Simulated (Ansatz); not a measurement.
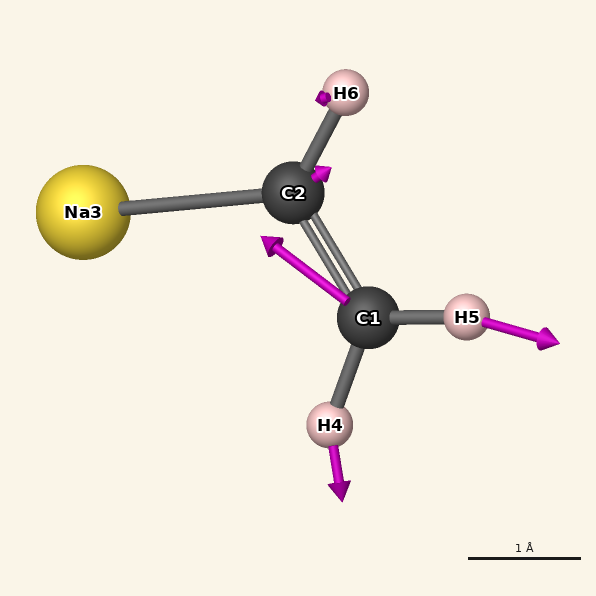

Arrows show the forces on the atoms, 1 Å of arrow for 1 eV/Å; forces under a tenth of the largest aren't drawn. Level of theory: PBE0-D4/def2-TZVPP (Ansatz 0.2.0).

On which atom is the force largest, and how large is it?

Answer. On C1: 1.05 eV/Å.

Along which bond is the force strongest?

Answer. C1–H5, now 1.070 Å: the forces push its atoms apart, so a first step downhill lengthens it.

List the force components in the frame of the picture (x right, y up, z towards the viewer), in eV/Å.

```json
{"atom": "C1", "Fx": "−0.78", "Fy": "0.59", "Fz": "−0.37"}
{"atom": "C2", "Fx": "0.16", "Fy": "0.10", "Fz": "0.09"}
{"atom": "Na3", "Fx": "−0.02", "Fy": "0.04", "Fz": "−0.01"}
{"atom": "H4", "Fx": "0.08", "Fy": "−0.51", "Fz": "−0.03"}
{"atom": "H5", "Fx": "0.68", "Fy": "−0.19", "Fz": "0.40"}
{"atom": "H6", "Fx": "−0.12", "Fy": "−0.03", "Fz": "−0.08"}
```
